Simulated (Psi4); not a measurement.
# C2H6Ga (SMILES C[Ga]C): UTPSSh/6-31G(d) (spherical functions)

What is the energy change on altering one bond length of C2H6Ga at UTPSSh/6-31G* (spherical functions)? The job is set up through a Python script.

The results are computed with Psi4 1.11.

4 further runs of the same task are left out: 4 that didn't finish.

### 1 The structure to begin with

C2H6Ga has 9 atoms, charge 0, and is taken as a doublet. As SMILES, `C[Ga]C`. Geometry: relaxed at PBE0-D4/def2-TZVP.

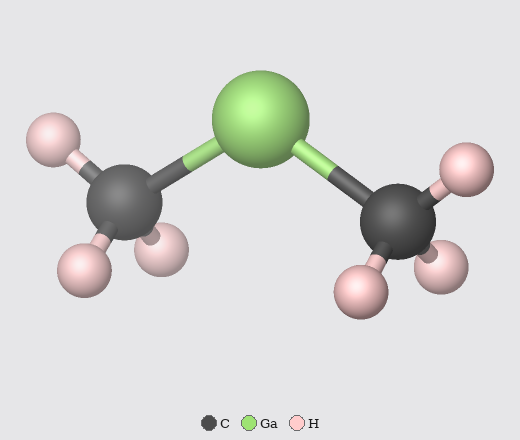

The structure, seen from a chosen angle (carbon dark grey, gallium green, hydrogen pink).

### 2 Energy and forces at UTPSSh/6-31G(d) (spherical functions)

The input, c2h6ga.xyz:

```xyz
9
C2H6Ga
C     -1.246620     1.163020     0.175280
Ga     0.456630     0.385560     0.873010
C      1.273950    -1.139610    -0.126050
H     -2.014290     0.382510     0.177460
H     -1.092470     1.479700    -0.861100
H     -1.602690     2.011340     0.758180
H      2.201980    -1.496820     0.318200
H      1.469380    -0.822030    -1.155250
H      0.554120    -1.963680    -0.159730
```

The input, job.py:

```python
import psi4

psi4.set_memory('2200 MB')
psi4.set_num_threads(1)
psi4.set_output_file('c2h6ga.out', False)

with open('c2h6ga.xyz') as f:
    atoms = ''.join(f.readlines()[2:])
m = psi4.geometry('0 2\n' + atoms + 'symmetry c1\nno_reorient\nno_com')

psi4.set_options({
    'basis': '6-31G*',
    'reference': 'uks',
    'puream': True,
    'e_convergence': 1e-09,
    'd_convergence': 1e-08,
    'scf_type': 'pk',
    'dft_radial_points': 99,
    'dft_spherical_points': 590,
    'maxiter': 100,
})

e_tot, wfn = psi4.gradient('tpssh', return_wfn=True)
psi4.oeprop(wfn, 'MULLIKEN_CHARGES', 'MAYER_INDICES', 'WIBERG_LOWDIN_INDICES', title='TPSSH')
print('gradient / Eh bohr^-1')
print(e_tot.np.round(6))
print(f'energy = {wfn.energy():.10f} Eh')
for k, v in sorted(psi4.core.scalar_variables().items()):
    print(f'{k:45s} {v:18.10f}')
```

Started as:

```
python job.py
```

c2h6ga.out:

```text
[...]
  Running in c1 symmetry.
[...]
  Nuclear repulsion =  167.444230096275078
[...]
  Multiplicity = 2
[...]
  Nalpha       = 25
  Nbeta        = 24
[...]
    Number of basis functions: 72
[...]
   @UKS iter   1: -2002.30431400609791   -1.75061e+00   4.20655e-02 ADIIS/DIIS
[...]
   @UKS iter  14: -2004.34757488430159   -4.54747e-13   6.89252e-09 DIIS
[...]
   @S^2 Observed:                7.518737030E-01
[...]
    Orbital Energies [Eh]
    ---------------------
    Alpha Occupied:
       1A   -372.271723     2A    -45.738603     3A    -40.467201
       4A    -40.464622     5A    -40.463073     6A    -10.097383
       7A    -10.097375     8A     -5.434362     9A     -3.717839
      10A     -3.709750    11A     -3.705203    12A     -0.764439
      13A     -0.760596    14A     -0.758374    15A     -0.757261
      16A     -0.753346    17A     -0.661757    18A     -0.648825
      19A     -0.383715    20A     -0.380748    21A     -0.372812
      22A     -0.371983    23A     -0.371860    24A     -0.256652
      25A     -0.158527
    Alpha Virtual:
[...]
  @UKS Final Energy: -2004.34757488430159
   => Energetics <=
    Nuclear Repulsion Energy =            167.4442300962750778
    One-Electron Energy =               -3122.7062703283554583
    Two-Electron Energy =                1030.4205819868968774
    DFT Exchange-Correlation Energy =     -79.5061166391181615
    Empirical Dispersion Energy =           0.0000000000000000
    VV10 Nonlocal Energy =                  0.0000000000000000
    Total Energy =                      -2004.3475748843015936
[...]
 Multipole Moments:
 ------------------------------------------------------------------------------------
     Multipole            Electronic (a.u.)      Nuclear  (a.u.)        Total (a.u.)
 ------------------------------------------------------------------------------------
 L = 1.  Multiply by 2.5417464519 to convert [e a0] to [Debye]
 Dipole X            :        -26.2790492           26.1453814           -0.1336678
 Dipole Y            :        -22.1921694           22.0792577           -0.1129117
 Dipole Z            :        -50.2129619           49.9576502           -0.2553116
 Magnitude           :                                                    0.3095160
[...]
  -Total Gradient:
     Atom            X                  Y                   Z
    ------   -----------------  -----------------  -----------------
       1        0.000957157762    -0.000171152062     0.000645361864
       2       -0.001638708956    -0.001389817039    -0.003111089228
       3       -0.000175094388     0.000843083608     0.000795183242
       4        0.001718620964     0.001636938560    -0.000123044305
       5       -0.000336015798    -0.000848932764     0.002204842784
       6        0.000594125164    -0.001851933915    -0.001421613936
       7       -0.002023448542     0.000624155674    -0.001146816324
       8       -0.000576490907    -0.000700651440     0.002196825595
       9        0.001482891507     0.001860886755    -0.000033855120
[...]
  Mulliken Charges: (a.u.)
   Center  Symbol    Alpha    Beta     Spin     Total
       1     C     3.36529  3.24658  0.11871 -0.61187
       2    GA    15.79981 15.04253  0.75728  0.15767
       3     C     3.36529  3.24657  0.11873 -0.61186
       4     H     0.41470  0.41074  0.00396  0.17456
       5     H     0.41529  0.41007  0.00523  0.17464
       6     H     0.40481  0.41135 -0.00654  0.18384
       7     H     0.40481  0.41135 -0.00654  0.18384
       8     H     0.41510  0.41035  0.00475  0.17454
       9     H     0.41489  0.41046  0.00443  0.17465
   Total alpha = 25.00000, Total beta = 24.00000, Total charge =  0.00000
[...]
```

The script printed:

```text
gradient / Eh bohr^-1
[[ 9.570e-04 -1.710e-04  6.450e-04]
 [-1.639e-03 -1.390e-03 -3.111e-03]
 [-1.750e-04  8.430e-04  7.950e-04]
 [ 1.719e-03  1.637e-03 -1.230e-04]
 [-3.360e-04 -8.490e-04  2.205e-03]
 [ 5.940e-04 -1.852e-03 -1.422e-03]
 [-2.023e-03  6.240e-04 -1.147e-03]
 [-5.760e-04 -7.010e-04  2.197e-03]
 [ 1.483e-03  1.861e-03 -3.400e-05]]
energy = -2004.3475748843 Eh
CURRENT ENERGY                                  -2004.3475748843
CURRENT REFERENCE ENERGY                        -2004.3475748843
DD SOLVATION ENERGY                                 0.0000000000
DFT FUNCTIONAL TOTAL ENERGY                     -2004.3475748843
DFT TOTAL ENERGY                                -2004.3475748843
DFT VV10 ENERGY                                     0.0000000000
DFT XC ENERGY                                     -79.5061166391
GRID ELECTRONS ALPHA                               24.9999997724
GRID ELECTRONS BETA                                23.9999997465
GRID ELECTRONS TOTAL                               48.9999995189
NUCLEAR REPULSION ENERGY                          167.4442300963
ONE-ELECTRON ENERGY                             -3122.7062703284
PCM POLARIZATION ENERGY                             0.0000000000
PE ENERGY                                           0.0000000000
SCF ITERATION ENERGY                            -2004.3475748843
SCF ITERATIONS                                     14.0000000000
SCF TOTAL ENERGY                                -2004.3475748843
TWO-ELECTRON ENERGY                              1030.4205819869
XC GRID RADIAL POINTS                              99.0000000000
XC GRID SPHERICAL POINTS                          590.0000000000
XC GRID TOTAL POINTS                           501178.0000000000
```

It took 1.8 min on 1 thread of Intel Xeon Platinum 8259CL at 2.50GHz (Skylake/Cascade Lake), shared host; peak memory 1.3 GiB.

### 3 The distorted shape at the same level

The input, c2h6ga.xyz:

```xyz
9
C2H6Ga
C     -2.360274     1.591679    -0.357829
Ga    -0.657024     0.814219     0.339901
C      0.160296    -0.710951    -0.659159
H     -3.127944     0.811169    -0.355649
H     -2.206124     1.908359    -1.394209
H     -2.716344     2.439999     0.225071
H      2.201980    -1.496820     0.318200
H      0.355726    -0.393371    -1.688359
H     -0.559534    -1.535021    -0.692839
```

The input, run.py:

```python
import psi4

psi4.set_memory('2200 MB')
psi4.set_num_threads(1)
psi4.set_output_file('output.dat', False)

with open('c2h6ga.xyz') as f:
    atoms = ''.join(f.readlines()[2:])
m = psi4.geometry('0 2\n' + atoms + 'symmetry c1')

options = {'basis': '6-31G*', 'reference': 'uks', 'puream': True, 'e_convergence': 1e-09, 'd_convergence': 1e-08, 'scf_type': 'pk', 'dft_radial_points': 99, 'dft_spherical_points': 590, 'maxiter': 100}
psi4.set_options(options)

result, w = psi4.gradient('TPSSH', molecule=m, return_wfn=True)
psi4.oeprop(w, 'LOWDIN_CHARGES', 'MULLIKEN_CHARGES', 'DIPOLE')
print('gradient / Eh bohr^-1')
print(result.np.round(6))
print(f'energy = {w.energy():.10f} Eh')
```

Started as:

```
python run.py
```

output.dat, shortened:

```text
[...]
  Running in c1 symmetry.
[...]
  Nuclear repulsion =  163.611751618108201
[...]
  Multiplicity = 2
[...]
  Nalpha       = 25
  Nbeta        = 24
[...]
    Number of basis functions: 72
[...]
   @UKS iter   1: -2001.63587532938595   -1.32166e+00   4.27149e-02 ADIIS/DIIS
[...]
   @UKS iter  19: -2004.18681712247644   -6.82121e-13   3.08898e-09 DIIS
[...]
   @S^2 Observed:                1.395607730E+00
[...]
  @UKS Final Energy: -2004.18681712247644
   => Energetics <=
    Nuclear Repulsion Energy =            163.6117516181082010
    One-Electron Energy =               -3114.4969658599347895
    Two-Electron Energy =                1026.0873018574932303
    DFT Exchange-Correlation Energy =     -79.3889047381432960
    Empirical Dispersion Energy =           0.0000000000000000
    VV10 Nonlocal Energy =                  0.0000000000000000
    Total Energy =                      -2004.1868171224764410
[...]
  -Total Gradient:
     Atom            X                  Y                   Z
    ------   -----------------  -----------------  -----------------
       1        0.003190708840     0.002088711419     0.005308488349
       2       -0.010152487322    -0.002333082196    -0.012186423341
       3        0.005374967955    -0.005703181354    -0.001556856025
       4        0.001866077790     0.001409126446    -0.000048941099
       5        0.000036294677    -0.001000292639     0.002182738503
       6       -0.001120647914    -0.001601936292    -0.002646653619
       7        0.021103152897    -0.007502163384     0.010817895659
       8       -0.012512246250     0.004364175404     0.001660167819
       9       -0.007776960461     0.010276607290    -0.003524626016
[...]
 Multipole Moments:
 ------------------------------------------------------------------------------------
[...]
```

Standard output:

```text
gradient / Eh bohr^-1
[[ 3.1910e-03  2.0890e-03  5.3080e-03]
 [-1.0152e-02 -2.3330e-03 -1.2186e-02]
 [ 5.3750e-03 -5.7030e-03 -1.5570e-03]
 [ 1.8660e-03  1.4090e-03 -4.9000e-05]
 [ 3.6000e-05 -1.0000e-03  2.1830e-03]
 [-1.1210e-03 -1.6020e-03 -2.6470e-03]
 [ 2.1103e-02 -7.5020e-03  1.0818e-02]
 [-1.2512e-02  4.3640e-03  1.6600e-03]
 [-7.7770e-03  1.0277e-02 -3.5250e-03]]
energy = -2004.1868171225 Eh
```

It took 2.4 min on 1 thread of Intel Xeon Platinum 8259CL at 2.50GHz (Skylake/Cascade Lake), shared host; peak memory 1.3 GiB.

### 4 Summary of results

Level: UTPSSh/6-31G* (spherical functions).

```
                                                         quantity           value
                                        first shape: total energy  -2004.34757 Eh
                                       first shape: dipole moment          0.79 D
                  first shape: HOMO energy (highest over α and β)        -4.31 eV
                   first shape: LUMO energy (lowest over α and β)        -2.27 eV
                                                first shape: ⟨S²⟩           0.752
                            first shape: largest force on an atom      0.194 eV/Å
                                    distorted shape: total energy  -2004.18682 Eh
                                   distorted shape: dipole moment          1.88 D
              distorted shape: HOMO energy (highest over α and β)        -4.48 eV
               distorted shape: LUMO energy (lowest over α and β)        -2.51 eV
                                            distorted shape: ⟨S²⟩           1.396
                        distorted shape: largest force on an atom      1.279 eV/Å
energy change with the C3–H7 bond stretched from 1.089 to 2.396 Å        4.374 eV
```

With the C3–H7 bond stretched from 1.089 to 2.396 Å the energy rises by 4.37 eV (101 kcal/mol). The first shape isn't relaxed at this level, so the change isn't measured from a minimum. ⟨S²⟩ (distorted shape) is 1.40 where a pure doublet has 0.75: the reference is spin-contaminated.
